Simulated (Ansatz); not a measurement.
**SnSe (SMILES [Se][Sn]) at 6 levels**

Aim: a comparison of 6 runs (B3LYP/STO-3G, BHLYP/STO-3G, PBE/STO-3G, SVWN5/STO-3G, CCSD(T)/STO-3G, FCI/STO-3G) of SnSe. 

Program for the calculation: Ansatz 0.2.0.

53 further runs of the same task are left out: 14 that didn't finish, 39 set aside as unsound or not needed.

## (1) Starting point

The species is SnSe (2 atoms), meant as a singlet with charge 0. As SMILES, `[Se][Sn]`. The Sn2–Se1 distance was set to 5.846 Å, away from the relaxed value.

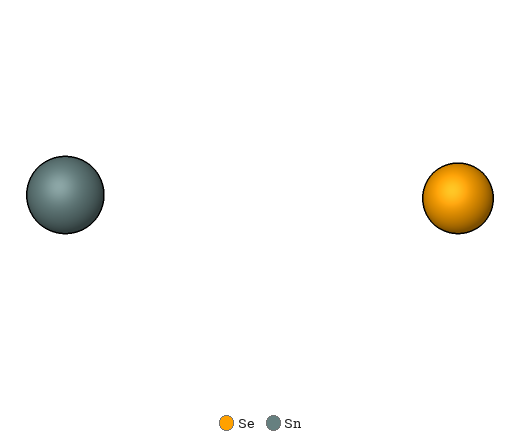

Viewed from a chosen angle; selenium orange, tin teal.

## (2) The energy at B3LYP/STO-3G (run 1)

Input file in.yaml:

```yaml
basis:
  gaussian:
    orbitals: STO-3G
crystal:
  periodic: [false, false, false]
  atoms:
    - {symbol: Se, position_ang: [0.000000, 0.000000, -3.507560]}
    - {symbol: Sn, position_ang: [0.000000, 0.000000, 2.338340]}
hamiltonian:
  xc: {name: B3LYP}
accuracy: high
```

Started as:

```
$ ansatz run in.yaml --threads 1 --pin off --max-ram 2610MiB --events-out events.jsonl --progress --plain --runs-dir runs
```

Log:

```text
Warning: RAYON_NUM_THREADS=1 ignored (pool sized by the plan → 1); use --threads N
Functional definition: B3LYP
  name "B3LYP"
  parameter a0 = 0.2
  parameter ax = 0.72
  parameter ac = 0.81
  exchange = (1 - a0 - ax)*slater_x + ax*b88_x + a0*exact_x
  correlation = (1 - ac)*vwn_rpa_c + ac*lyp_c
636 factors; integrals over basis functions are off by at most 5.0e-9 eV
mean field evaluation 1: about -226917.6462 eV, gradient 4.4e0 eV
mean field evaluation 2: about -226802.1505 eV, gradient 1.7e1 eV
mean field evaluation 4: about -226916.8388 eV, gradient 1.2e1 eV
mean field evaluation 8: about -226939.0121 eV, gradient 2.8e0 eV
mean field evaluation 16: about -226939.1040 eV, gradient 4.1e-2 eV
mean field evaluation 32: about -226939.1512 eV, gradient 7.5e-2 eV
mean field evaluation 64: about -226939.1044 eV, gradient 9.5e-8 eV
mean field evaluation 96: about -226939.1498 eV, gradient 2.9e-8 eV
mean field evaluation 128: about -226925.0361 eV, gradient 3.0e1 eV
mean field evaluation 160: about -226939.1016 eV, gradient 5.2e-1 eV
mean field evaluation 192: about -226939.1512 eV, gradient 7.3e-2 eV
mean field evaluation 224: about -226939.1222 eV, gradient 1.5e-1 eV
mean field evaluation 256: about -226900.7121 eV, gradient 1.2e1 eV
mean field evaluation 288: about -226938.9430 eV, gradient 2.5e0 eV
mean field evaluation 320: about -226937.9340 eV, gradient 1.3e1 eV
mean field evaluation 352: about -226939.1463 eV, gradient 5.5e-2 eV
mean field -226939.15135018 eV, -8339.8599872376 hartree, gradient 4.8e-8 eV, S^2 0.000000; 17 other end points of the search recorded, 0 dependent functions left out
reference -226939.15138446 eV, -8339.8599884972 hartree; 42, 42 occupied and 3, 3 virtual orbitals, 636 factors
Total energy: -226939.15138446 eV, -8339.8599884972 hartree
```

Run time: 29 s. Hardware: 1 thread of Arm Neoverse V1, shared host; peak memory 0.15 GiB.

## (3) A single-point energy at BHLYP/STO-3G (run 2)

Input file job.yaml:

```yaml
crystal:
  periodic: [false, false, false]
  atoms:
    - {symbol: Se, position_ang: [0.000000, 0.000000, -3.507560]}
    - {symbol: Sn, position_ang: [0.000000, 0.000000, 2.338340]}
basis:
  gaussian:
    orbitals: STO-3G
total_charge: 0
hamiltonian:
  xc: {name: BHLYP}
accuracy: high
```

Started as:

```
$ ansatz run job.yaml --threads 1 --pin off --max-ram 2610MiB --events-out events.jsonl --progress --plain --runs-dir runs
```

Log:

```text
Warning: RAYON_NUM_THREADS=1 ignored (pool sized by the plan → 1); use --threads N
Functional definition: BHLYP
  name "BHLYP"
  parameter a = 0.5
  exchange = (1 - a)*b88_x + a*exact_x
  correlation = lyp_c
636 factors; integrals over basis functions are off by at most 5.0e-9 eV
mean field evaluation 1: about -226926.7250 eV, gradient 3.9e0 eV
mean field evaluation 2: about -226811.0093 eV, gradient 1.5e1 eV
mean field evaluation 4: about -226925.9049 eV, gradient 1.1e1 eV
mean field evaluation 8: about -226947.1494 eV, gradient 4.5e0 eV
mean field evaluation 16: about -226947.5007 eV, gradient 4.4e-2 eV
mean field evaluation 32: about -226947.1494 eV, gradient 4.5e0 eV
mean field evaluation 64: about -226947.5108 eV, gradient 6.2e-2 eV
mean field evaluation 96: about -226947.3550 eV, gradient 2.2e0 eV
mean field -226947.51173840 eV, -8340.1672258377 hartree, gradient 5.9e-8 eV, S^2 0.000000; 6 other end points of the search recorded, 0 dependent functions left out
reference -226947.51176192 eV, -8340.1672267020 hartree; 42, 42 occupied and 3, 3 virtual orbitals, 636 factors
Total energy: -226947.51176192 eV, -8340.1672267020 hartree
```

Run time: 12 s. Hardware: 1 thread of Arm Neoverse V1, shared host; peak memory 0.15 GiB.

Runs 3 to 4 aren't shown in full; the table further down has their settings and results.

## (4) A single-point energy at CCSD(T)/STO-3G (run 5)

Input file job.yaml:

```yaml
basis:
  gaussian: {orbitals: STO-3G}
crystal:
  periodic: [false, false, false]
  atoms:
    - {symbol: Se, position_ang: [0.000000, 0.000000, -3.507560]}
    - {symbol: Sn, position_ang: [0.000000, 0.000000, 2.338340]}
correlation: {method: ccsd_t, frozen_orbitals: {Se: 9, Sn: 18}}
accuracy: high
scf: {omitted_lower_state_checks: [cluster_reference, increment]}
```

Started as:

```
$ ansatz run job.yaml --threads 1 --pin off --max-ram 2610MiB --events-out events.jsonl --progress --plain --runs-dir runs
```

Log:

```text
Warning: RAYON_NUM_THREADS=1 ignored (pool sized by the plan → 1); use --threads N
[... 17 lines left out ...]
27 core orbitals not correlated: weight in the atoms' cores, before any rotation towards them, 1.000 or more for the frozen orbitals, at most 0.000 for the correlated occupied ones
[... 191 lines left out ...]
Total energy: -226851.43332690 eV, -8336.6364093394 hartree
Checks for a lower state left out: cluster_reference, increment
```

Run time: 6 s. Hardware: 1 thread of Arm Neoverse V1, shared host; peak memory 0.11 GiB.

## (5) The energy at FCI/STO-3G (run 6)

Input file job.yaml:

```yaml
crystal:
  periodic: [false, false, false]
  atoms:
    - {symbol: Se, position_ang: [0.000000, 0.000000, -3.507560]}
    - {symbol: Sn, position_ang: [0.000000, 0.000000, 2.338340]}
basis:
  gaussian:
    orbitals: STO-3G
correlation:
  method: fci
  frozen_orbitals: {Se: 9, Sn: 18}
accuracy: high
```

Started as:

```
$ ansatz run job.yaml --threads 1 --pin off --max-ram 2610MiB --events-out events.jsonl --progress --plain --runs-dir runs
```

Log:

```text
Warning: RAYON_NUM_THREADS=1 ignored (pool sized by the plan → 1); use --threads N
[... 29 lines left out ...]
27 core orbitals not correlated: weight in the atoms' cores, before any rotation towards them, 1.000 or more for the frozen orbitals, at most 0.000 for the correlated occupied ones
[... 2 lines left out ...]
Total energy: -226854.45352234 eV, -8336.7473994747 hartree
```

Run time: 22 s. Hardware: 1 thread of Arm Neoverse V1, shared host; peak memory 0.23 GiB.

## (6) The series

| run | level | frozen core orbitals | energy (Eh) | wall time |
| --- | --- | --- | --- | --- |
| 1 | B3LYP/STO-3G | – | -8339.859988 | 29 s |
| 2 | BHLYP/STO-3G | – | -8340.167227 | 12 s |
| 3 | PBE/STO-3G | – | -8338.888889 | 20 s |
| 4 | SVWN5/STO-3G | – | -8330.547039 | 8.4 s |
| 5 | CCSD(T)/STO-3G | 27 | -8336.636409 | 6 s |
| 6 | FCI/STO-3G | 27 | -8336.747399 | 22 s |

## (7) Summary of results

| quantity | value |
| --- | --- |
| run 6: total energy | -8336.74740 Eh |
| run 6: correlation energy (27 core orbitals frozen) | -174.6 mEh |

**Reading.** Against full CI in this basis: CCSD(T) +111.0 mEh. Totals of different functionals can't be ranked against each other. In run 5 the log says that unrestricted orbitals would lower the reference, so the values rest on an unstable closed-shell determinant (other closed-shell runs at this shape may share the fault). In runs 1, 2, 3, 4, 5, 6 the basis is minimal, so the values are rough. In runs 1, 2, 3, 4, 5 a closed-shell determinant meets a far-stretched bond, which it describes badly. In runs 1, 2, 3, 4, 5, 6 relativity is left out where basis or elements ask for it. All runs together took 97 s, the longest 29 s.
